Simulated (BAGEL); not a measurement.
# SiH3Cl (chlorosilane), step by step

Wanted: the energy (HF/cc-pVDZ), then a single-point energy (NEVPT2(2,2)/cc-pVDZ), then a single-point energy (CASPT2(2,2)/cc-pVDZ) of SiH3Cl (chlorosilane). 

The calculation is run with BAGEL 1.2.2.

## (1) The system as given

The species is SiH3Cl (5 atoms), meant as a singlet with charge 0. As SMILES, `[SiH3]Cl`. One bond was lengthened or shortened from a relaxed shape.

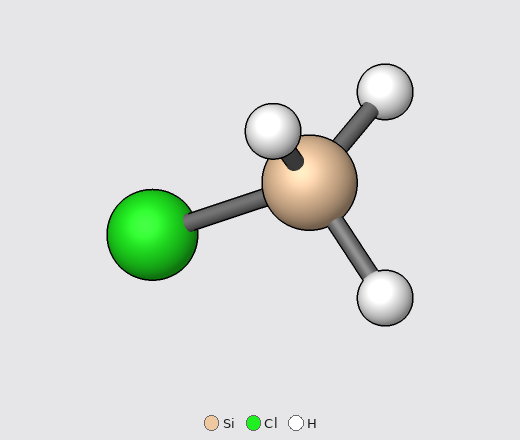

The structure, seen from a chosen angle (silicon light orange, chlorine green, hydrogen white).

## (2) The energy at HF/cc-pVDZ (density fitting with svp-jkfit) (run 1)

calc.json reads:

```json
{ "bagel": [

{
  "title": "molecule",
  "basis": "cc-pvdz.json",
  "df_basis": "svp-jkfit",
  "angstrom": "false",
  "geometry": [
    { "atom": "Si", "xyz": [    -0.23398967,     0.45381773,    -0.07931370 ] },
    { "atom": "Cl", "xyz": [     3.45154319,    -0.55170554,     0.60249949 ] },
    { "atom": "H", "xyz": [    -1.81928091,    -0.50408444,     2.01828230 ] },
    { "atom": "H", "xyz": [    -1.03277690,    -0.68814377,    -2.50572204 ] },
    { "atom": "H", "xyz": [    -0.36055974,     2.82589645,    -0.19785433 ] }
  ]
},

{
  "title": "hf",
  "charge": 0
},

{
  "title": "print",
  "file": "orbitals.molden",
  "orbitals": "true"
}

]}
```

The basis set cc-pVDZ is read from a file made from the Basis Set Exchange's data (not shown).

Started as:

```bash
$ BAGEL_NUM_THREADS=1 BAGEL calc.json > calc.out
```

Output:

```text
* using 1 threads per process

  ===============================================================
  ===============================================================

  *** Geometry ***

  { "atom" : "Si", "xyz" : [     -0.233990,      0.453818,     -0.079314 ] },
  { "atom" : "Cl", "xyz" : [      3.451543,     -0.551706,      0.602499 ] },
  { "atom" : "H", "xyz" : [     -1.819281,     -0.504084,      2.018282 ] },
  { "atom" : "H", "xyz" : [     -1.032777,     -0.688144,     -2.505722 ] },
  { "atom" : "H", "xyz" : [     -0.360560,      2.825896,     -0.197854 ] },

  Number of auxiliary basis functions:      310

  Since a DF basis is specified, we compute 2- and 3-index integrals:
    o Being stored without compression. Storage requirement is 0.006 GB

  Number of basis functions:       51
  Number of electrons      :       34

    * METHOD: MOLECULE                             0.06

  *** RHF ***

  === Nuclear Repulsion ===
    87.4374424770

      * DIIS with orbital gradients will be used.

  === RHF iteration (cc-pvdz.json) ===
      0       -750.16217588          0.00820640           0.01
      1       -750.19458533          0.00278618           0.01
      2       -750.19720069          0.00074329           0.01
      3       -750.19752525          0.00010825           0.01
      4       -750.19752949          0.00003203           0.01
      5       -750.19752981          0.00000498           0.01
      6       -750.19752982          0.00000102           0.01
      7       -750.19752982          0.00000022           0.01
      8       -750.19752982          0.00000005           0.01
      9       -750.19752982          0.00000001           0.01
     10       -750.19752982          0.00000000           0.01
    * SCF iteration converged.

    * Permanent dipole moment:
           (    0.631275,    -0.279680,     0.121245) a.u.

    * METHOD: HF                                   0.22

    * METHOD: PRINT                                0.00

  ===============================================================
```

Run time: 0.52 s. Hardware: 1 thread of Arm Neoverse V2, shared host; peak memory 0.14 GiB.

## (3) A single-point energy at NEVPT2(2,2)/cc-pVDZ (density fitting with svp-jkfit) (run 2)

nevpt2.json reads:

```json
{ "bagel" : [

{
  "title" : "molecule",
  "basis" : "cc-pvdz.json",
  "df_basis" : "svp-jkfit",
  "angstrom" : false,
  "geometry" : [
    { "atom" : "Si", "xyz" : [ -0.23398967,  0.45381773, -0.07931370 ] },
    { "atom" : "Cl", "xyz" : [  3.45154319, -0.55170554,  0.60249949 ] },
    { "atom" : "H", "xyz" : [ -1.81928091, -0.50408444,  2.01828230 ] },
    { "atom" : "H", "xyz" : [ -1.03277690, -0.68814377, -2.50572204 ] },
    { "atom" : "H", "xyz" : [ -0.36055974,  2.82589645, -0.19785433 ] }
  ]
},
{ "title" : "hf" },
{ "title" : "casscf", "nstate" : 1, "nact" : 2, "nclosed" : 16, "active" : [12, 21], "maxiter" : 200, "natocc" : true },
{ "title" : "nevpt2", "nstate" : 1, "nact" : 2, "nclosed" : 16, "active" : [12, 21], "maxiter" : 200, "natocc" : true, "ncore" : 10 },
{ "title" : "print", "file" : "orbitals.molden", "orbitals" : true }

]}
```

The basis set cc-pVDZ is read from a file made from the Basis Set Exchange's data (not shown).

Started as:

```bash
$ BAGEL_NUM_THREADS=1 BAGEL nevpt2.json > nevpt2.out
```

Output:

```text
* using 1 threads per process

  ===============================================================
  ===============================================================

  *** Geometry ***

  { "atom" : "Si", "xyz" : [     -0.233990,      0.453818,     -0.079314 ] },
  { "atom" : "Cl", "xyz" : [      3.451543,     -0.551706,      0.602499 ] },
  { "atom" : "H", "xyz" : [     -1.819281,     -0.504084,      2.018282 ] },
  { "atom" : "H", "xyz" : [     -1.032777,     -0.688144,     -2.505722 ] },
  { "atom" : "H", "xyz" : [     -0.360560,      2.825896,     -0.197854 ] },

  Number of auxiliary basis functions:      310

  Since a DF basis is specified, we compute 2- and 3-index integrals:
    o Being stored without compression. Storage requirement is 0.006 GB

  Number of basis functions:       51
  Number of electrons      :       34

    * METHOD: MOLECULE                             0.06

  *** RHF ***

  === Nuclear Repulsion ===
    87.4374424770

      * DIIS with orbital gradients will be used.

  === RHF iteration (cc-pvdz.json) ===
      0       -750.16217588          0.00820640           0.02
      1       -750.19458533          0.00278618           0.01
      2       -750.19720069          0.00074329           0.01
      3       -750.19752525          0.00010825           0.01
      4       -750.19752949          0.00003203           0.01
      5       -750.19752981          0.00000498           0.01
      6       -750.19752982          0.00000102           0.01
      7       -750.19752982          0.00000022           0.01
      8       -750.19752982          0.00000005           0.01
      9       -750.19752982          0.00000001           0.02
     10       -750.19752982          0.00000000           0.01
    * SCF iteration converged.

    * Permanent dipole moment:
           (    0.631275,    -0.279680,     0.121245) a.u.

    * METHOD: HF                                   0.22

  ---------------------------
      CASSCF calculation
  ---------------------------

    ==== Active orbitals : =====
         Orbital 12
         Orbital 21
    ============================

    * nstate   :      1
    * nclosed  :     16
    * nact     :      2
    * nvirt    :     33
  === CASSCF iteration (cc-pvdz.json) ===

    * Using the second-order algorithm

      0  0      -750.19803994     1.23e-04      0.01

      1  0      -750.19875800     1.52e-04      0.07

      2  0      -750.20178987     4.70e-04      0.05

      3  0      -750.20628809     1.31e-03      0.07

      4  0      -750.20794887     1.78e-04      0.08

      5  0      -750.20796763     4.10e-05      0.08

      6  0      -750.20796793     9.96e-06      0.09

      7  0      -750.20796795     2.26e-06      0.09

      8  0      -750.20796795     4.95e-07      0.09

      9  0      -750.20796795     1.07e-07      0.08

     10  0      -750.20796795     2.32e-08      0.07

     11  0      -750.20796795     4.97e-09      0.06

    * Second-order optimization converged. *

     guess   0:   closed 1.                   open ..

  === FCI iteration ===

      0  0      -750.19746024     7.03e-02      0.00
      1  0      -750.20796505     8.77e-04      0.00
      2  0 *    -750.20796795     1.15e-15      0.00

     * ci vector, state   0, <S^2> = 0.0000
       2.     0.9972154676
       .2    -0.0745741992

    * METHOD: CASSCF                               0.88

    * freezing 10 orbitals

  === DF-NEVPT2 calculation ===

    * 3-index integral transformation done
    * assembly done

      NEVPT2 correlation energy:   -0.2254875895      0.02

          (+0)     -0.1937767399
          (+0)'    -0.0022994100
          (+1)     -0.0044644425
          (+1)'    -0.0000000000
          (+2)     -0.0001334455
          (-1)     -0.0133039080
          (-1)'     0.0000000000
          (-2)     -0.0115096436

      NEVPT2 total energy:       -750.4334555365

    * METHOD: NEVPT2                               0.05

    * METHOD: PRINT                                0.00

  ===============================================================
```

It took 1.5 s on 1 thread of Arm Neoverse V2, shared host; peak memory 0.14 GiB.

## (4) The energy at CASPT2(2,2)/cc-pVDZ (density fitting with svp-jkfit) (run 3)

calc.json: that of step 2 with these lines changed.

```diff
@@ -6,3 +6,2 @@
   "df_basis": "svp-jkfit",
-  "angstrom": "false",
   "geometry": [
@@ -17,4 +16,13 @@
 {
-  "title": "hf",
-  "charge": 0
+  "title": "hf"
+},
+
+{
+  "title": "casscf",
+  "nstate": 1,
+  "nact": 2,
+  "nclosed": 16,
+  "active": [12, 21],
+  "maxiter": 200,
+  "natocc": true
 },
@@ -24,3 +32,14 @@
   "file": "orbitals.molden",
-  "orbitals": "true"
+  "orbitals": true
+},
+
+{
+  "title": "smith",
+  "method": "caspt2",
+  "ms": true,
+  "xms": true,
+  "sssr": true,
+  "shift": 0.2,
+  "shift_imag": true,
+  "ncore": 10
 }
```

The basis set cc-pVDZ is read from a file made from the Basis Set Exchange's data (not shown).

Started as:

```bash
$ BAGEL_NUM_THREADS=1 BAGEL calc.json > calc.out
```

Output:

```text
* using 1 threads per process

  ===============================================================
  ===============================================================

  *** Geometry ***

  { "atom" : "Si", "xyz" : [     -0.233990,      0.453818,     -0.079314 ] },
  { "atom" : "Cl", "xyz" : [      3.451543,     -0.551706,      0.602499 ] },
  { "atom" : "H", "xyz" : [     -1.819281,     -0.504084,      2.018282 ] },
  { "atom" : "H", "xyz" : [     -1.032777,     -0.688144,     -2.505722 ] },
  { "atom" : "H", "xyz" : [     -0.360560,      2.825896,     -0.197854 ] },

  Number of auxiliary basis functions:      310

  Since a DF basis is specified, we compute 2- and 3-index integrals:
    o Being stored without compression. Storage requirement is 0.006 GB

  Number of basis functions:       51
  Number of electrons      :       34

    * METHOD: MOLECULE                             0.06

  *** RHF ***

  === Nuclear Repulsion ===
    87.4374424770

      * DIIS with orbital gradients will be used.

[... 6 lines left out ...]
    * SCF iteration converged.
[... 1 line left out ...]
    * Permanent dipole moment:
[... 27 lines left out ...]
    * Second-order optimization converged. *
[... 9 lines left out ...]
     * ci vector, state   0, <S^2> = 0.0000
[... 16 lines left out ...]
    * Zeroth order energy : state  0       -1.1729557263
[... 4 lines left out ...]
       #      aibj      arbs      arbi      airj      risj      airs      arst      rist         Etot      error   time
[... 2 lines left out ...]
       0  -0.19367  -0.01388  -0.01345  -0.00530  -0.00020  -0.00202  -0.00000  -0.00000   -0.2285269  0.0022543   0.01
       1  -0.19402  -0.01395  -0.01353  -0.00554  -0.00023  -0.00212   0.00000  -0.00000   -0.2293964  0.0004604   0.01
       2  -0.19403  -0.01395  -0.01354  -0.00555  -0.00023  -0.00211  -0.00000  -0.00000   -0.2294323  0.0001195   0.01
       3  -0.19403  -0.01395  -0.01355  -0.00555  -0.00024  -0.00211  -0.00000  -0.00000   -0.2294340  0.0000283   0.01
       4  -0.19403  -0.01395  -0.01355  -0.00555  -0.00024  -0.00211  -0.00000  -0.00000   -0.2294341  0.0000062   0.01
       5  -0.19403  -0.01395  -0.01355  -0.00555  -0.00024  -0.00211  -0.00000  -0.00000   -0.2294341  0.0000013   0.01
       6  -0.19403  -0.01395  -0.01355  -0.00555  -0.00024  -0.00211  -0.00000  -0.00000   -0.2294341  0.0000003   0.01

      ------------------------------------------------------------------------------------------------------------------

    * CASPT2 energy : state  0     -750.4388860248
        w/o shift correction       -750.4374020956
        reference weight              0.9180388177

    * METHOD: SMITH                                0.12

  ===============================================================
```

Wall time 1.5 s (1 thread of Arm Neoverse V2, shared host); peak memory 0.14 GiB.

## (5) Summary of results

| quantity | value |
| --- | --- |
| run 1, HF/cc-pVDZ: total energy | -750.19753 Eh |
| run 1, HF/cc-pVDZ: dipole moment | 1.78 D |
| run 1, HF/cc-pVDZ: HOMO energy | -12.17 eV |
| run 1, HF/cc-pVDZ: LUMO energy | 3.53 eV |
| run 1, HF/cc-pVDZ: HOMO–LUMO gap | 15.70 eV |
| run 2, NEVPT2(2,2)/cc-pVDZ: total energy | -750.43346 Eh |
| run 3, CASPT2(2,2)/cc-pVDZ: total energy | -750.43889 Eh |
